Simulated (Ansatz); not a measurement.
# Pressure series in HgSe

The reference is HgSe in the zinc blende structure (space group F-43m, No. 216; a = 6.133 Å).

Cell and atoms are relaxed at each pressure.

Level of theory: PBEsol (Ansatz, a program for electronic structure, PAW, no spin-orbit coupling).

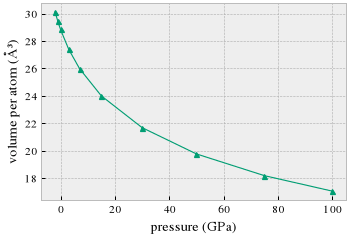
Volume per atom against pressure

### Question
From the plot, what is the volume per atom for pressure 7 GPa?

### Answer
About 26 Å³.

### Question
Is the trend monotonic over the range shown?

### Answer
Yes, it falls throughout, spanning 17.05 Å³ to 30.12 Å³.

The mesh was chosen for an insulator and is coarse for the gapless case. Load acts through the strain it causes; cell and atoms are relaxed under it. Whether these cells are dynamically stable was not tested. Tetrahedral semiconductors of this kind turn to denser phases somewhere between about 1 and 50 GPa; those were not computed, so compressed cells here can lie past the real transition. All final runs are without spin polarisation.
